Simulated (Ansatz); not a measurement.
# C3HAl (SMILES [Al][c]1[c][cH+]1) (charge +1, doublet): what the fields show

The calculation's input:

```
basis:
  gaussian: {orbitals: def2-TZVPD}
crystal:
  periodic: [false, false, false]
  atoms:
    - {symbol: C, position_ang: [-1.912257, -1.142583, -1.797682]}
    - {symbol: C, position_ang: [-1.527533, -1.306124, -0.454221]}
    - {symbol: C, position_ang: [-1.914995, -2.365925, -1.231444]}
    - {symbol: Al, position_ang: [-0.811473, -0.576808, 1.560758]}
    - {symbol: H, position_ang: [-2.061541, -0.437907, -2.620603]}
hamiltonian: {xc: pbe0}
output: {forces: true, orbitals: {seedname: orbitals}}
total_charge: 1
magnetization: {spin_polarized: true, initial_magnetization: 1}
```

Run with:

```sh
ansatz run input.yaml --threads 1 --pin off --max-ram 2610MiB --events-out events.jsonl --progress --plain --runs-dir runs
```

Geometry: B3LYP-D3(BJ)/def2-SVP.

These are results of Ansatz, isolated molecule in a Gaussian basis; Kohn-Sham density functional theory, functional PBE0, not measurements.

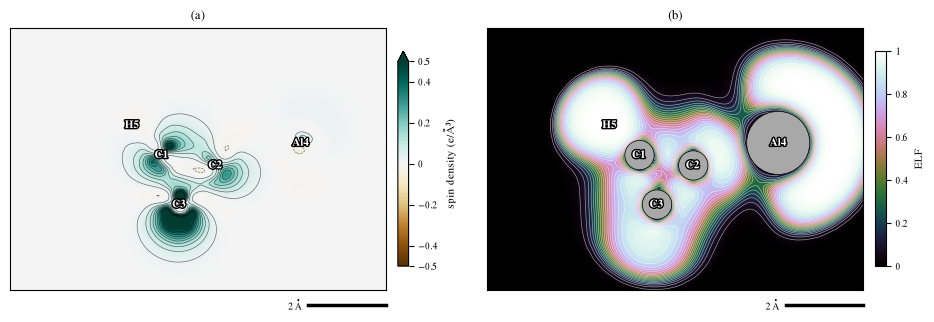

Figure 1. (a) spin density (α minus β); (b) electron localisation function on the molecular plane. Grey discs cover the atomic cores in the ELF map.

Read the bonding off the picture.

Atoms in the plane: C, Al and H.
C–C (1.35 Å): the ELF peaks at about 0.85 between the atoms: localised, covalent bonding.
C–Al (2.26 Å): the ELF peaks at about 1 in the valence shell of C, 0.7 Å from its nucleus, and is about 0.85 at the midpoint.
C–H (1.09 Å): the ELF climbs to about 1 towards the hydrogen, as it does in any bond to H (an ordinary covalent bond to hydrogen).
C–C (1.41 Å): the ELF peaks at about 0.85 between the atoms (a covalent bond).
The ELF also peaks beside C3, away from the bonds: non-bonding electrons, paired or unpaired.
The unpaired spin (1 electron) lies mostly on C3 (about 0.6), C1 (about 0.2), C2 (about 0.1) and Al4 (about 0.1), in electrons by Hirshfeld's partition.

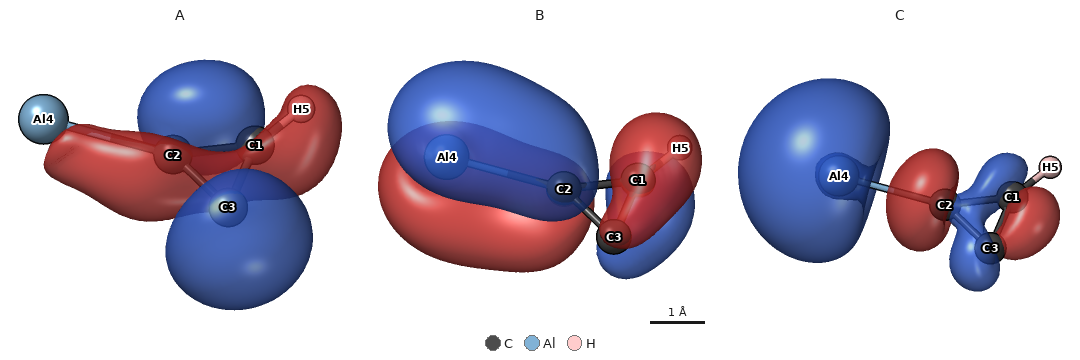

Figure 2. Three frontier orbitals at ±0.08 Å⁻³ᐟ² (blue and red are the two phases), in no order.

Order the three orbitals by energy and name them. All are α orbitals.

A is the HOMO−1 (α) (−14.11 eV). By Hirshfeld shares it lies mainly on C3 (about 50 %), C2 (about 20 %) and C1 (about 20 %); it is symmetric in the molecular plane (an in-plane orbital: σ, lone-pair or in-plane π type). C is the HOMO (α) (−12.09 eV). Its weight (Hirshfeld) is mainly on Al4 (about 75 %) and C2 (about 15 %); it is symmetric in the molecular plane (an in-plane orbital: σ, lone-pair or in-plane π type). B is the LUMO (α) (−7.70 eV). Its weight (Hirshfeld) is mainly on Al4 (about 45 %), C2 (about 30 %), C1 (about 15 %) and C3 (about 5 %); it changes sign across the molecular plane (π type); π-bonding across C1–C3 and C2–Al4; π-antibonding (a node) across C1–C2.

What is the gap between the highest occupied and lowest empty α orbitals?

4.39 eV between the orbital energies.

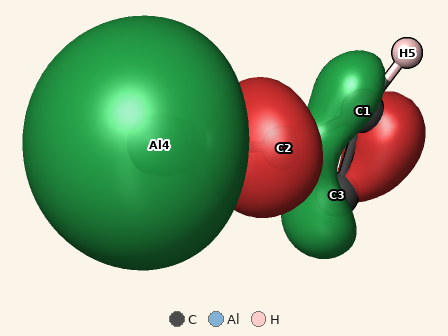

Figure 3. The HOMO (α) at ±0.08 Å⁻³ᐟ² (green and red are the two phases), seen at a tilt.

Describe this orbital and give its energy.

By Hirshfeld shares it lies mainly on Al4 (about 75 %) and C2 (about 15 %); it is symmetric in the molecular plane (an in-plane orbital: σ, lone-pair or in-plane π type). Its energy is −12.09 eV.
